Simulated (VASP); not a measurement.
Band structure of TiB (relaxed from the CsCl type structure, space group Pm-3m). Level of theory: PBE GGA, VASP's PBE PAW potentials (set 64) (plane waves; VASP).

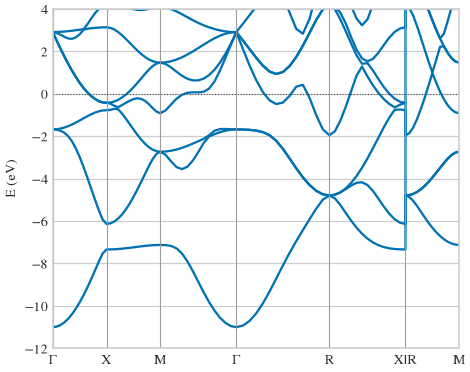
*Bands along high-symmetry lines, zero at the valence-band maximum or, without a gap, the Fermi level*

Q: Read the plot: is there a gap, and where are the band edges?

A: It has no gap at this level: it comes out as a metal or semimetal. (Edges off the drawn lines would not show.)

The structure was generated: TiB was put into the CsCl type type (Pm-3m), which need not be its known phase. It was relaxed first, which changed the volume by -32 %. The electron count is odd and the run is not spin-polarised, which forces a metal.
